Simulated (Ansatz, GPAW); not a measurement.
**How Cu3SeI (model structure) absorbs and reflects light**

Wanted: where Cu3SeI (model structure) starts to absorb, how strongly, and its refractive index. The structure is a model built here, which may or may not match a known phase. It was built so: All Ag replaced by Cu and S replaced by Se in the R3 structure of Ag3SI. The cell is first relaxed with Ansatz.

Program: GPAW 26.7.0. Level of theory: DFT, PBE, plane-wave PAW (GPAW data sets), scalar-relativistic, RPA, optical limit. Results are calculated unless marked as measured.

## (1) The structure

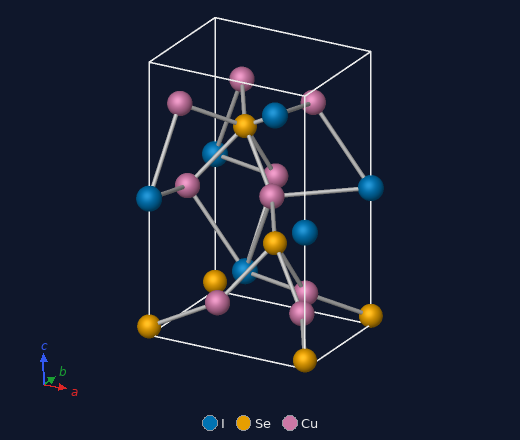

Start, viewed slightly off an axis; iodine blue, selenium orange, copper pink. This picture shows the conventional cell, with its axes. Bonds to atoms that aren't drawn are left out. Some periodic images of atoms are drawn too.

## (2) Relaxation

The structure was built or cut out here, so it is relaxed before any spectrum is computed.

This step: DFT, PBE, plane-wave PAW, default files, scalar-relativistic, relaxation (Ansatz 0.2.0).

The input, input.yaml:

```yaml
crystal:
  lattice:
    - [3.33220152, 1.92384744, 2.72073115]
    - [-3.33220152, 1.92384744, 2.72073115]
    - [0.0, -3.84769489, 2.72073115]
  atoms:
    - { symbol: I, position: [0.5, 0.5, 0.5] }
    - { symbol: Se, position: [0.0319, 0.0319, 0.0319] }
    - { symbol: Cu, position: [0.8895, 0.0175, 0.53] }
    - { symbol: Cu, position: [0.0175, 0.53, 0.8895] }
    - { symbol: Cu, position: [0.53, 0.8895, 0.0175] }
kpoints:
  mp_grid: { grid: [5, 5, 5] }
scf:
  occupations: { method: fermi_dirac, width: 0.05 }
hamiltonian:
  xc: pbe
output:
  forces: true
  stress: true
relax:
  f_tol: 0.02
  max_steps: 50
  cell: {}
```

Run with:

```
> ansatz run input.yaml --threads 1 --pin off --max-ram 4096MiB --backend cpu --events-out ev --progress --plain --runs-dir out
```

Numbers of over 12 decimals in the logs are rounded to 6 here.

The log of the run:

```text
Engine: ansatz 0.2.0, x86_64-unknown-linux-gnu
Pseudopotentials: kind: paw
Pseudopotential: I, paw, valence charge 17, recommended cutoff 420 eV (normal), I.paw.azcp
Pseudopotential: Se, paw, valence charge 16, recommended cutoff 420 eV (normal), Se.paw.azcp
Pseudopotential: Cu, paw, valence charge 19, recommended cutoff 420 eV (normal), Cu.paw.azcp
Functional definition: PBE
  parameter kappa = 0.804
  parameter beta = 0.066725
  exchange = pbe_x(kappa = kappa, mu = beta*pi^2/3)
  correlation = pbe_c(beta = beta)
Crystal: 5 atoms, lattice volume = 104.650 Å³
Basis set: ecut = 420 eV, 2103 PW (Γ), exchange–correlation on 64×64×64 points (8 copies of the dense FFT grid, shifted against one another)
Bands: 54, of which v1, the nominal top of the filled ones, is band 45 counted from 1 (44 counted from 0)
Symmetry: 3 space group operations
Space group: R3 (ITA 146), of the structure as read, at distance tolerance 4.7e-5 Å
k-points: 23 of 125 (time reversal used)
Non-local potential: I, projectors of the file, l = 0: 2, l = 1: 2, l = 2: 2, l = 3: 2
Non-local potential: Se, projectors of the file, l = 0: 2, l = 1: 2, l = 2: 3, l = 3: 1
Non-local potential: Cu, projectors of the file, l = 0: 3, l = 1: 2, l = 2: 3, l = 3: 1
PAW form: soft (Blöchl's): semilocal exchange-correlation on the pseudo side does not see the compensation charge
PAW one-centre angular grid: I, 590 points (default); XC on 64 Gauss nodes
PAW one-centre angular grid: Se, 590 points (default); XC on 64 Gauss nodes
PAW one-centre angular grid: Cu, 590 points (default); XC on 64 Gauss nodes
Initial density: superposition of atomic densities (neutral atoms: chi_scale 0, normalization atom), corrected by the library's trained network
Initial wavefunctions: pseudopotential atomic-orbital guess
Functional: x = pbe(κ = 0.804, μ = 0.219515), c = pbe(β = 0.066725)
SCF iter   1: F=—  HF=-32857.237787 eV  |F-HF|=—  |Δ(HF+E_count)|=         —  Δρ=1.80e-3  dr2=2.91e-3  ethr=1.77e-3  ⟨swp⟩=6.6  Hψ=4672  notcnv=0  defer=7
preconditioner: auto → Resta (q_TF=auto, 2.661 Å⁻¹)  ε∞=9.6  [insulator: Δε(μ)=0.686 eV  Ē_g=8.403 eV  σ=0.050 eV  W_gap=0.99  n_scr=26 (ndim 8)  ℏωp=24.6 eV  f_vac=0.055  D(μ)=0.00/eV (n_scr^D=0)  ε∞_Penn≈9.6]
SCF iter   2: F=—  HF=-32857.237181 eV  |F-HF|=—  |Δ(HF+E_count)|=   6.06e-4  Δρ=1.22e-3  dr2=1.16e-3  ethr=3.23e-6  ⟨swp⟩=2.4  Hψ=2507  notcnv=0  defer=26
SCF iter   3: F=—  HF=-32857.237200 eV  |F-HF|=—  |Δ(HF+E_count)|=   1.90e-5  Δρ=1.06e-3  dr2=7.44e-4  ethr=1.29e-6  ⟨swp⟩=2.0  Hψ=2080  notcnv=0  defer=26
SCF iter   4: F=—  HF=-32857.237034 eV  |F-HF|=—  |Δ(HF+E_count)|=   1.67e-4  Δρ=1.96e-4  dr2=4.66e-5  ethr=8.26e-7  ⟨swp⟩=2.0  Hψ=1649  notcnv=0  defer=26
SCF iter   5: F=—  HF=-32857.236995 eV  |F-HF|=—  |Δ(HF+E_count)|=   3.83e-5  Δρ=7.20e-5  dr2=7.14e-6  ethr=5.18e-8  ⟨swp⟩=2.0  Hψ=1591  notcnv=0  defer=26
SCF iter   6: F=—  HF=-32857.236995 eV  |F-HF|=—  |Δ(HF+E_count)|=   1.37e-7  Δρ=2.43e-5  dr2=5.17e-7  ethr=7.93e-9  ⟨swp⟩=2.0  Hψ=1942  notcnv=0  defer=26
SCF iter   7: F=—  HF=-32857.236996 eV  |F-HF|=—  |Δ(HF+E_count)|=   1.91e-7  Δρ=1.55e-5  dr2=1.54e-7  ethr=1.11e-10  ⟨swp⟩=5.0  Hψ=4577  notcnv=0
SCF iter   8: F=-32857.236996 eV  HF=-32857.236996 eV  |F-HF|=1.81e-9  |Δ(HF+E_count)|=   4.13e-9  Δρ=2.28e-6  dr2=6.53e-9  ethr=1.11e-10  ⟨swp⟩=5.0  Hψ=4270  notcnv=0
SCF 1 converged in 8 iterations: F = -32857.236996 eV  dr2 = 6.53e-9
  greatest PAW one-centre occupation: 1.000 electrons in one spin orbital (limit 2), on the Cu atom at site 3 (counted from 0), in its partial waves of l = 0
relax step   1: F+E_penalty+E_count = -32857.23699569 eV  Δ(F+E_penalty+E_count) = +0.000e0 eV  max|allowed force component| = 3.830e-1 eV/Å  Δτ_max = 0.0000 Å  P = -2.221 GPa  Ω = 104.650 Å³  (8 SCF iters, dr2 threshold 1.00e-7 eV, accepted)
Crystal: 5 atoms, lattice volume = 99.742 Å³
Basis set: ecut = 420 eV, 1935 PW (Γ), exchange–correlation on 64×64×64 points (8 copies of the dense FFT grid, shifted against one another)
Initial density: handed on by an earlier stage of this run
Initial wavefunctions: those handed on with the density
iter 1 solved again at ethr=7.07e-5 eV; its pass at ethr=3.10e-3 eV (dr2=6.36e-2 eV) is discarded
SCF iter   1: F=—  HF=-32857.443257 eV  |F-HF|=—  |Δ(HF+E_count)|=         —  Δρ=7.93e-3  dr2=6.56e-2  ethr=7.07e-5  ⟨swp⟩=2.0  Hψ=5857  notcnv=0
preconditioner: auto → Resta (q_TF=auto, 2.682 Å⁻¹)  ε∞=9.5  [insulator: Δε(μ)=0.680 eV  Ē_g=8.660 eV  σ=0.050 eV  W_gap=0.99  n_scr=26 (ndim 8)  ℏωp=25.2 eV  f_vac=0.049  D(μ)=0.00/eV (n_scr^D=0)  ε∞_Penn≈9.5]
SCF iter   2: F=—  HF=-32857.431537 eV  |F-HF|=—  |Δ(HF+E_count)|=   1.17e-2  Δρ=3.75e-3  dr2=2.35e-2  ethr=7.07e-5  ⟨swp⟩=2.0  Hψ=1827  notcnv=0
SCF iter   3: F=—  HF=-32857.429576 eV  |F-HF|=—  |Δ(HF+E_count)|=   1.96e-3  Δρ=5.42e-3  dr2=1.67e-2  ethr=2.61e-5  ⟨swp⟩=2.0  Hψ=1898  notcnv=0
SCF iter   4: F=—  HF=-32857.425298 eV  |F-HF|=—  |Δ(HF+E_count)|=   4.28e-3  Δρ=6.56e-4  dr2=5.02e-4  ethr=1.85e-5  ⟨swp⟩=2.0  Hψ=1892  notcnv=0  defer=3
SCF iter   5: F=—  HF=-32857.425326 eV  |F-HF|=—  |Δ(HF+E_count)|=   2.77e-5  Δρ=1.82e-4  dr2=5.26e-5  ethr=5.58e-7  ⟨swp⟩=2.1  Hψ=1640  notcnv=0  defer=3
SCF iter   6: F=—  HF=-32857.425320 eV  |F-HF|=—  |Δ(HF+E_count)|=   5.68e-6  Δρ=5.81e-5  dr2=4.82e-6  ethr=5.84e-8  ⟨swp⟩=2.0  Hψ=1913  notcnv=0  defer=3
SCF iter   7: F=—  HF=-32857.425323 eV  |F-HF|=—  |Δ(HF+E_count)|=   3.54e-6  Δρ=4.58e-5  dr2=1.52e-6  ethr=5.36e-9  ⟨swp⟩=2.0  Hψ=1940  notcnv=0  defer=3
SCF iter   8: F=-32857.425323 eV  HF=-32857.425323 eV  |F-HF|=1.61e-7  |Δ(HF+E_count)|=   9.02e-8  Δρ=1.55e-5  dr2=1.89e-7  ethr=5.56e-10  ⟨swp⟩=5.0  Hψ=4289  notcnv=0
SCF 2 converged in 8 iterations: F = -32857.425323 eV  dr2 = 1.89e-7
  greatest PAW one-centre occupation: 1.000 electrons in one spin orbital (limit 2), on the Cu atom at site 4 (counted from 0), in its partial waves of l = 0
relax step   2: F+E_penalty+E_count = -32857.42532312 eV  Δ(F+E_penalty+E_count) = -1.883e-1 eV  max|allowed force component| = 3.452e-1 eV/Å  Δτ_max = 0.1056 Å  P = -0.552 GPa  Ω = 99.742 Å³  energy of the carried Pulay correction = +1.808e-3 eV  (8 SCF iters, dr2 threshold 5.00e-7 eV, accepted)
Crystal: 5 atoms, lattice volume = 94.755 Å³
Basis set: ecut = 420 eV, 1869 PW (Γ), exchange–correlation on 64×64×64 points (8 copies of the dense FFT grid, shifted against one another)
iter 1 solved again at ethr=2.28e-4 eV; its pass at ethr=3.10e-3 eV (dr2=2.05e-1 eV) is discarded
SCF iter   1: F=—  HF=-32857.582429 eV  |F-HF|=—  |Δ(HF+E_count)|=         —  Δρ=1.40e-2  dr2=2.12e-1  ethr=2.28e-4  ⟨swp⟩=2.1  Hψ=5887  notcnv=0
preconditioner: auto → Resta (q_TF=auto, 2.705 Å⁻¹)  ε∞=9.3  [insulator: Δε(μ)=0.602 eV  Ē_g=8.974 eV  σ=0.050 eV  W_gap=0.99  n_scr=26 (ndim 8)  ℏωp=25.9 eV  f_vac=0.045  D(μ)=0.00/eV (n_scr^D=0)  ε∞_Penn≈9.3]
SCF iter   2: F=—  HF=-32857.543480 eV  |F-HF|=—  |Δ(HF+E_count)|=   3.89e-2  Δρ=6.73e-3  dr2=7.50e-2  ethr=2.28e-4  ⟨swp⟩=2.2  Hψ=1826  notcnv=0
SCF iter   3: F=—  HF=-32857.542869 eV  |F-HF|=—  |Δ(HF+E_count)|=   6.11e-4  Δρ=1.16e-2  dr2=6.93e-2  ethr=8.33e-5  ⟨swp⟩=3.4  Hψ=2176  notcnv=0
SCF iter   4: F=—  HF=-32857.524037 eV  |F-HF|=—  |Δ(HF+E_count)|=   1.88e-2  Δρ=1.16e-3  dr2=1.40e-3  ethr=7.70e-5  ⟨swp⟩=2.0  Hψ=1994  notcnv=0  defer=67
SCF iter   5: F=—  HF=-32857.524062 eV  |F-HF|=—  |Δ(HF+E_count)|=   2.50e-5  Δρ=3.32e-4  dr2=1.53e-4  ethr=1.55e-6  ⟨swp⟩=2.7  Hψ=1959  notcnv=0  defer=67
SCF iter   6: F=—  HF=-32857.524023 eV  |F-HF|=—  |Δ(HF+E_count)|=   3.87e-5  Δρ=1.32e-4  dr2=2.29e-5  ethr=1.69e-7  ⟨swp⟩=2.0  Hψ=1919  notcnv=0  defer=67
SCF iter   7: F=—  HF=-32857.524034 eV  |F-HF|=—  |Δ(HF+E_count)|=   1.13e-5  Δρ=8.18e-5  dr2=5.27e-6  ethr=2.54e-8  ⟨swp⟩=2.0  Hψ=1934  notcnv=0  defer=67
SCF iter   8: F=-32857.524036 eV  HF=-32857.524036 eV  |F-HF|=5.98e-8  |Δ(HF+E_count)|=   1.81e-6  Δρ=1.53e-5  dr2=2.31e-7  ethr=5.56e-10  ⟨swp⟩=3.2  Hψ=5279  notcnv=0
SCF 3 converged in 8 iterations: F = -32857.524036 eV  dr2 = 2.31e-7
relax step   3: F+E_penalty+E_count = -32857.52403632 eV  Δ(F+E_penalty+E_count) = -9.871e-2 eV  max|allowed force component| = 1.265e-1 eV/Å  Δτ_max = 0.1950 Å  P = +1.475 GPa  Ω = 94.755 Å³  energy of the carried Pulay correction = +3.736e-3 eV  (8 SCF iters, dr2 threshold 5.00e-7 eV, accepted)
[...]
relax step   4: F+E_penalty+E_count = -32857.53769728 eV  Δ(F+E_penalty+E_count) = -1.366e-2 eV  max|allowed force component| = 5.199e-2 eV/Å  Δτ_max = 0.0500 Å  P = -0.665 GPa  Ω = 98.129 Å³  energy of the carried Pulay correction = +2.421e-3 eV  (8 SCF iters, dr2 threshold 5.00e-7 eV, accepted)
[...]
relax step   5: F+E_penalty+E_count = -32857.53961131 eV  Δ(F+E_penalty+E_count) = -1.914e-3 eV  max|allowed force component| = 7.861e-2 eV/Å  Δτ_max = 0.0122 Å  P = -0.186 GPa  Ω = 97.768 Å³  energy of the carried Pulay correction = +2.560e-3 eV  (6 SCF iters, dr2 threshold 5.00e-7 eV, accepted)
[...]
relax step   6: F+E_penalty+E_count = -32857.54213568 eV  Δ(F+E_penalty+E_count) = -2.524e-3 eV  max|allowed force component| = 4.449e-2 eV/Å  Δτ_max = 0.0257 Å  P = -0.050 GPa  Ω = 97.108 Å³  energy of the carried Pulay correction = +2.814e-3 eV  (6 SCF iters, dr2 threshold 4.65e-7 eV, accepted)
[...]
relax step   7: F+E_penalty+E_count = -32857.54249429 eV  Δ(F+E_penalty+E_count) = -3.586e-4 eV  max|allowed force component| = 1.834e-2 eV/Å  Δτ_max = 0.0133 Å  P = +0.017 GPa  Ω = 97.071 Å³  energy of the carried Pulay correction = +2.829e-3 eV  (7 SCF iters, dr2 threshold 1.24e-7 eV, accepted)
[...]
relax step   8: F+E_penalty+E_count = -32857.54251509 eV  Δ(F+E_penalty+E_count) = -2.080e-5 eV  max|allowed force component| = 1.242e-2 eV/Å  Δτ_max = 0.0031 Å  P = -0.016 GPa  Ω = 97.090 Å³  energy of the carried Pulay correction = +2.822e-3 eV  (6 SCF iters, dr2 threshold 1.25e-8 eV, accepted)
[...]
relax step   9: F+E_penalty+E_count = -32857.54253925 eV  Δ(F+E_penalty+E_count) = -2.416e-5 eV  max|allowed force component| = 2.961e-4 eV/Å  Δτ_max = 0.0013 Å  P = +0.001 GPa  Ω = 97.076 Å³  energy of the carried Pulay correction = +2.827e-3 eV  (5 SCF iters, dr2 threshold 6.28e-9 eV, accepted)
Initial wavefunctions: pseudopotential atomic-orbital guess (no wavefunctions were taken with the density)
iter 1 solved again at ethr=1.40e-7 eV; its pass at ethr=3.10e-3 eV (dr2=1.26e-4 eV) is discarded
SCF iter   1: F=—  HF=-32857.539088 eV  |F-HF|=—  |Δ(HF+E_count)|=         —  Δρ=1.52e-4  dr2=3.84e-6  ethr=1.40e-7  ⟨swp⟩=3.2  Hψ=7781  notcnv=0
preconditioner: auto → Resta (q_TF=auto, 2.694 Å⁻¹)  ε∞=9.4  [insulator: Δε(μ)=0.635 eV  Ē_g=8.831 eV  σ=0.050 eV  W_gap=0.99  n_scr=26 (ndim 8)  ℏωp=25.6 eV  f_vac=0.052  D(μ)=0.00/eV (n_scr^D=0)  ε∞_Penn≈9.4]
SCF iter   2: F=—  HF=-32857.539090 eV  |F-HF|=—  |Δ(HF+E_count)|=   1.96e-6  Δρ=2.60e-4  dr2=4.05e-5  ethr=4.27e-9  ⟨swp⟩=2.0  Hψ=2278  notcnv=0
SCF iter   3: F=—  HF=-32857.539089 eV  |F-HF|=—  |Δ(HF+E_count)|=   8.50e-7  Δρ=9.15e-5  dr2=2.09e-6  ethr=4.27e-9  ⟨swp⟩=2.0  Hψ=2278  notcnv=0
SCF iter   4: F=—  HF=-32857.539086 eV  |F-HF|=—  |Δ(HF+E_count)|=   2.97e-6  Δρ=1.35e-5  dr2=4.44e-8  ethr=2.32e-9  ⟨swp⟩=2.0  Hψ=2277  notcnv=0
SCF iter   5: F=—  HF=-32857.539086 eV  |F-HF|=—  |Δ(HF+E_count)|=   3.07e-7  Δρ=8.79e-6  dr2=1.97e-8  ethr=4.94e-11  ⟨swp⟩=2.0  Hψ=2278  notcnv=0
SCF iter   6: F=—  HF=-32857.539086 eV  |F-HF|=—  |Δ(HF+E_count)|=   2.71e-8  Δρ=2.39e-6  dr2=1.04e-9  ethr=2.19e-11  ⟨swp⟩=2.0  Hψ=2001  notcnv=0
SCF iter   7: F=—  HF=-32857.539086 eV  |F-HF|=—  |Δ(HF+E_count)|=   2.09e-9  Δρ=3.00e-7  dr2=5.80e-11  ethr=1.15e-12  ⟨swp⟩=2.0  Hψ=2001  notcnv=0
SCF iter   8: F=-32857.539086 eV  HF=-32857.539086 eV  |F-HF|=7.28e-12  |Δ(HF+E_count)|=  1.46e-11  Δρ=1.07e-7  dr2=1.07e-11  ethr=1.00e-12  ⟨swp⟩=4.5  Hψ=4184  notcnv=0
SCF 10 converged in 8 iterations: F = -32857.539086 eV  dr2 = 1.07e-11
relax step  10: F+E_penalty+E_count = -32857.53908629 eV  Δ(F+E_penalty+E_count) = +3.453e-3 eV  max|allowed force component| = 3.313e-4 eV/Å  Δτ_max = 0.0000 Å  P = +0.018 GPa  Ω = 97.076 Å³  stress off target by 1.93e-2 GPa  SCF on the basis re-selected at this cell (its energy is not comparable with the rows above)  (8 SCF iters)
basis re-selected at this cell: Δ(F+E_penalty+E_count) = +3.453e-3 eV, ΔP = +0.017 GPa vs the last step (what re-selecting the basis moved, of the pressure what is left beyond the Pulay correction that the steps carried, after the strain that the cell walked since its last selection, with what the two solves' SCF thresholds leave and, on support functions, any second-order correction that the steps lacked; it is no m [...]
SCF converged after 8 iterations
Free energy (F): -32857.539086 eV
Harris-Foulkes:  -32857.539086 eV  (|F-HF|=7.28e-12)
Internal energy: -32857.539013 eV  (E = F + TS)
E sigma→0 (E₀):  -32857.539050 eV
Entropy (-TS):   -0.000073 eV (-0.015 meV/atom)
Fermi energy:    11.494843 eV
--- Per-component energies (eV) ---
  E_band       = -2005.996350
  E_kinetic    = 1208.377264
  E_local      = -19303.323705  (includes V_loc(G=0)·N_el)
  E_nonlocal   = 515.666047
  E_hartree    = 8873.263827
  E_xc         = -496.255976
  E_vxc        = -567.353532  (∫ρ·V_xc dr)
  E_paw        = -11744.839751  (= ΣΔE_a)
  E_vpaw       = -1605.890229  (= ΣTr[D̂ρ^β])
  E_aug_tail   = 0.000204  (compensation charges beyond the density's cutoff)
  E_ewald      = -11910.426923
  E_smearing   = -0.000073  (= −TS)
  E_closure    = 0.000000  (closes the sum)
  Σ components = -32857.539086   (vs F -32857.539086, Δ=0.00e0)
--- Forces (eV/Å), atoms counted from 1 ---
  atom   1  I     -0.00000000     0.00000000    -0.00027634
  atom   2  Se     0.00000000    -0.00000000     0.00013300
  atom   3  Cu     0.00011010     0.00031903     0.00004814
  atom   4  Cu     0.00022124    -0.00025487     0.00004814
  atom   5  Cu    -0.00033134    -0.00006417     0.00004814
  max |Σ_I F_I| component: 1.08e-6 eV/Å
--- Stress (GPa, compression-positive) ---
        0.019292      -0.000000      -0.000000
        0.000000       0.019292       0.000000
       -0.000000       0.000000       0.015136
  P = ⅓ Tr σ = 0.0179 GPa (0.179 kbar)
--- Relaxed structure (9 steps of the walk, 9 accepted, 1 SCFs on fresh bases) ---
  F+E_penalty+E_count = -32857.53908629 eV   max|allowed force component| = 3.313e-4 eV/Å   (the final SCF, on the basis selected at the relaxed cell)
  cell:  # Å, volume = 97.0758 Å³
    - [3.223381, 1.861020, 2.697099]
    - [-3.223381, 1.861020, 2.697099]
    - [-3.343107952904992e-18, -3.722040, 2.697099]
  atoms:
    - { symbol: I, position: [0.501664, 0.501664, 0.501664] }
    - { symbol: Se, position: [0.054883, 0.054883, 0.054883] }
    - { symbol: Cu, position: [0.842172, 0.016283, 0.553899] }
    - { symbol: Cu, position: [0.016283, 0.553899, 0.842172] }
    - { symbol: Cu, position: [0.553899, 0.842172, 0.016283] }
```

Wall time 77 s (1 thread of Intel Xeon Platinum 8488C (Sapphire Rapids), shared host); peak memory 0.49 GiB.

The steps of the relaxation:

```tsv
step	energy less that of the first step (eV)	largest force component (eV/Å)	pressure (GPa)	volume (Å³)
1	0.0000	0.3830	-2.22	104.65
2	-0.1883	0.3452	-0.55	99.74
3	-0.2870	0.1265	1.47	94.75
4	-0.3007	0.0520	-0.67	98.13
5	-0.3026	0.0786	-0.19	97.77
6	-0.3051	0.0445	-0.05	97.11
7	-0.3055	0.0183	0.02	97.07
8	-0.3055	0.0124	-0.02	97.09
9	-0.3055	0.0003	0.00	97.08
10*	-0.3021	0.0003	0.02	97.08
```

Relaxation steps marked * repeat the geometry before them on a plane-wave basis chosen anew for their cell, so energy and pressure can jump there.

Forces are held to the 3 operations that the run works with; a distortion that breaks them can't arise in this run.

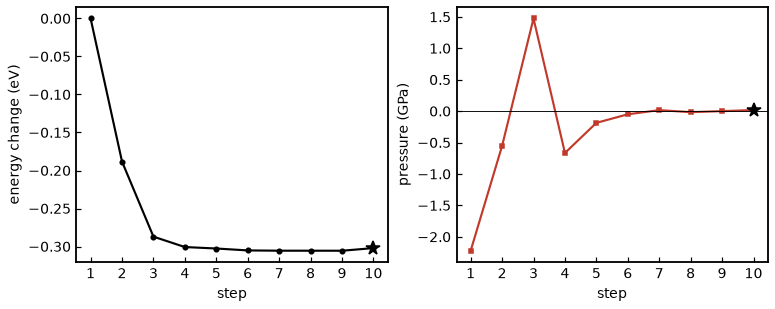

Energy and pressure along the relaxation. Stars mark steps on a basis chosen anew.

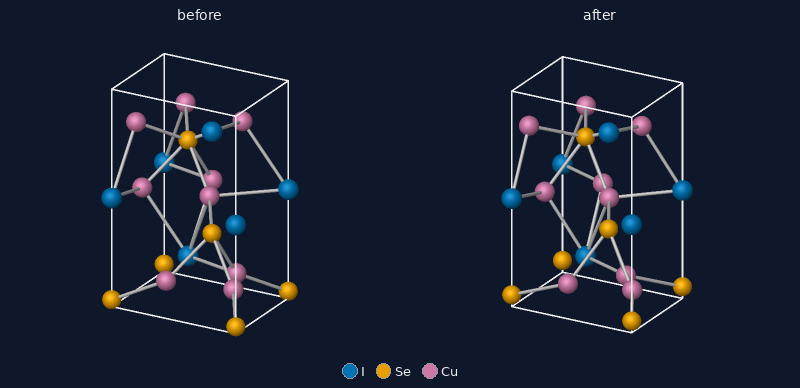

Before and after, at one scale. Bonds to atoms that aren't drawn are left out.

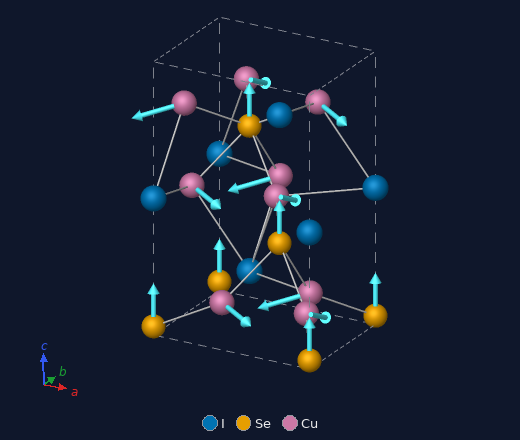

Displacements in the relaxation, exaggerated, measured against the changing cell; the longest in the cell stands for 0.24 Å. Bonds to atoms that aren't drawn are left out. Some periodic images of atoms are drawn too.

```tsv
conventional cell, symmetrised	before	after	change
a (Å)	6.664	6.447	-3.3 %
b (Å)	6.664	6.447	-3.3 %
c (Å)	8.162	8.091	-0.9 %
volume (Å³/atom)	20.93	19.42	-7.2 %
```

The atoms that moved most (Å, as changes of fractional coordinates times the final cell):

```tsv
atom	dx	dy	dz	length
Cu5	0.230	-0.039	-0.066	0.242
Cu4	-0.081	0.218	-0.066	0.242
Cu3	-0.149	-0.179	-0.066	0.242
Se2	0.000	0.000	0.186	0.186
I1	0.000	0.000	0.013	0.013
```

Final coordinates:

```xyz
5
Lattice="3.2234 1.8610 2.6971 -3.2234 1.8610 2.6971 0.0000 -3.7220 2.6971" Properties=species:S:1:pos:R:3 pbc="T T T"
I     0.0000    0.0000    4.0591
Se    0.0000    0.0000    0.4441
Cu    2.6622   -0.4640    3.8093
Cu   -1.7329   -2.0735    3.8093
Cu   -0.9292    2.5375    3.8093
```

The relaxation ends with a largest force component of 3.3e-4 eV/Å and a pressure of 0.02 GPa.

(Part 1 of 2 ends here.)

[Machine, clock and banner lines and Python warnings are left out of the logs.]

[Logs are printed without paths, hosts, clocks, repeated set-up lines and the standing remarks that a program may print on its own settings, such as how far it seeks lower states.]

[Hosts, paths, dates, database ids (printed as entryN), source tags and the programs' standing remarks are cut or masked in the printed files.]
